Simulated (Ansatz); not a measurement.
```xyz
11

B    -0.0502   -0.1580   -0.1663
H    -0.0726   -0.5152    0.9829
N     1.2043   -0.0283   -0.8057
H     2.0741   -0.0723   -0.2803
H     1.3246    0.3425   -1.7481
N    -1.2984    0.0651   -0.8223
H    -2.1839   -0.1799   -0.3852
H    -1.3875    0.2916   -1.8125
S    -0.3526    2.4774    1.4444
H    -1.0638    2.0321    0.3683
H    -0.1583    1.1560    1.8056
```

Not at a stationary point (largest force 0.6 eV/Å).

Method: Ansatz, RKS PBE-D4/def2-SVP.

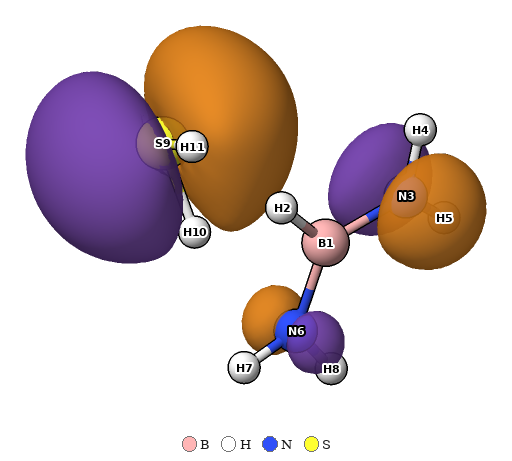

BH₅N₂···H₂S. The HOMO at ±0.08 Å⁻³ᐟ² (orange and purple are the two phases), seen across its widest extent.

What is the character of this orbital?

By Hirshfeld shares it lies mainly on S9 (about 75 %) and N3 (about 10 %); largely a lone pair of S9. Its energy is −5.23 eV.
